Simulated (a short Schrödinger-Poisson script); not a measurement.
Structure: MOS inversion layer, Al2O3 on p-type In0.53Ga0.47As, at 300 K.

```
layer        material  thickness (nm)  Na (cm⁻³)
-----  --------------  --------------  ---------
1               Al2O3             6.6          -
2      In0.53Ga0.47As            1700     5.6e16
```

Constants are typed, rounded textbook-type inputs, not results; the design itself was drawn at random and stands for no fabricated device. Al2O3: permittivity 9, conduction-band edge (eV) 3.16, gap (eV) 6.8, electron mass (mₑ) 0.3. In0.53Ga0.47As: permittivity 13.9, conduction-band edge (eV) 0, gap (eV) 0.74, Nv at 300 K (cm⁻³) 7.7e18.

Channel valleys (confinement mass, in-plane density-of-states mass, number): Γ 0.041, 0.041, 1. At the gate the conduction-band edge of layer 1 lies 3.17 eV − eVg above the Fermi level of the channel; the field vanishes at the back. Gaps are held at their typed values at every temperature. Mesh 0.03 nm at interfaces.

Solved with a short Schrödinger-Poisson script written for these runs: 1D Poisson equation in equilibrium, electrons quantum, Hartree (BenDaniel-Duke, 12 states a valley, the channel's in-plane mass for all, wave functions free to enter the dielectric), parabolic valleys, classical holes, full ionisation, no traps, pinning or gate leakage.

Only gate voltages with over 1e8 electrons/cm² are shown.

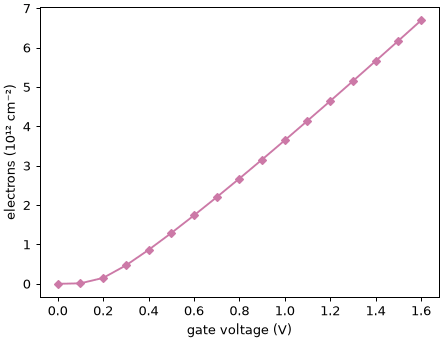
Sheet density against gate voltage

| Vg (V) | electrons (cm⁻²) | C (μF/cm²) | Γ E0 (meV) | Γ E1 (meV) |
|---|---|---|---|---|
| 0 | 5.04e8 | 0.0998 | 177.4 | 244.0 |
| 0.1 | 1.34e10 | 0.149 | 92.0 | 163.1 |
| 0.2 | 1.50e11 | 0.437 | 25.5 | 101.6 |
| 0.3 | 4.67e11 | 0.611 | -13.2 | 68.7 |
| 0.4 | 8.62e11 | 0.679 | -41.2 | 46.9 |
| 0.5 | 1.29e12 | 0.716 | -65.4 | 29.4 |
| 0.6 | 1.74e12 | 0.740 | -87.7 | 14.4 |
| 0.7 | 2.20e12 | 0.758 | -108.9 | 1.0 |
| 0.8 | 2.67e12 | 0.773 | -129.3 | -11.1 |
| 0.9 | 3.16e12 | 0.785 | -149.1 | -22.4 |
| 1 | 3.65e12 | 0.795 | -168.6 | -33.1 |
| 1.1 | 4.14e12 | 0.804 | -187.8 | -43.3 |
| 1.2 | 4.65e12 | 0.811 | -206.7 | -53.2 |
| 1.3 | 5.15e12 | 0.818 | -225.5 | -62.9 |
| 1.4 | 5.66e12 | 0.824 | -244.1 | -72.3 |
| 1.5 | 6.18e12 | 0.829 | -262.6 | -81.6 |
| 1.6 | 6.69e12 | 0.834 | -280.9 | -90.8 |

Subbands count from the Fermi level.

Above a few 1e12 electrons/cm² a light Γ valley is non-parabolic and upper valleys begin to fill, which the model leaves out.
